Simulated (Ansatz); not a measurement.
```xyz
7

O    -0.7466   -0.4534    2.0937
C    -0.2247   -0.2958    0.8785
N     0.7188   -1.0561    0.3479
Al    0.2382    0.2434   -0.8353
O     0.4277    0.9793   -2.3570
H    -0.2735   -1.2395    2.4740
H    -0.0788    1.7541   -2.6474
```

All numbers below come from RKS PBE/def2-SVP in Ansatz.

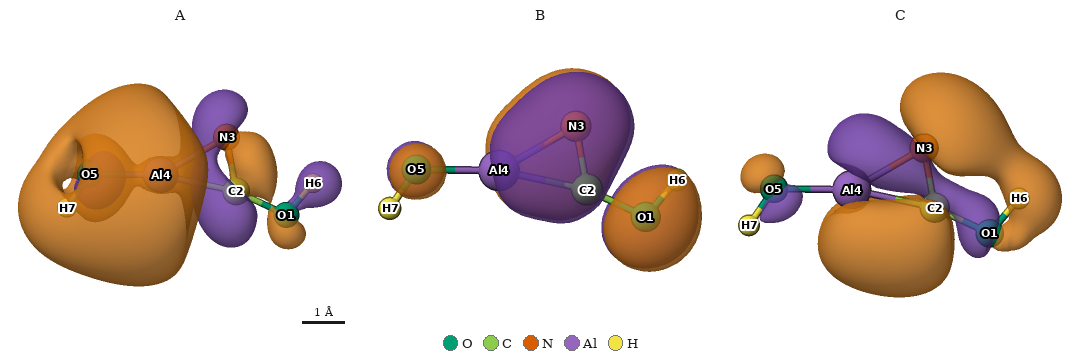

CH$_{2}$AlNO$_{2}$ (SMILES O[C]1=[N][Al]1[OH]). Three frontier orbitals at ±0.06 Å⁻³ᐟ² (orange and purple are the two phases), in no order.

Order the three orbitals by energy and name them.

Answer. B is the HOMO−1 (−6.61 eV). It lies mainly on N3 (about 40 %), O1 (about 35 %) and C2 (about 15 %); it changes sign across the molecular plane (π type); π-bonding across C2–N3 and C2–Al4; π-antibonding (a node) across O1–C2. C is the HOMO (−4.75 eV). Its weight (Hirshfeld) is mainly on N3 (about 50 %), C2 (about 25 %) and Al4 (about 20 %); it is symmetric in the molecular plane (an in-plane orbital: σ, lone-pair or in-plane π type). A is the LUMO (−2.18 eV). Its weight (Hirshfeld) is mainly on Al4 (about 55 %), O5 (about 15 %), C2 (about 10 %), H7 (about 5 %) and N3 (about 5 %); it is symmetric in the molecular plane (an in-plane orbital: σ, lone-pair or in-plane π type).

What is the HOMO–LUMO gap?

Answer. 2.57 eV between the orbital energies.
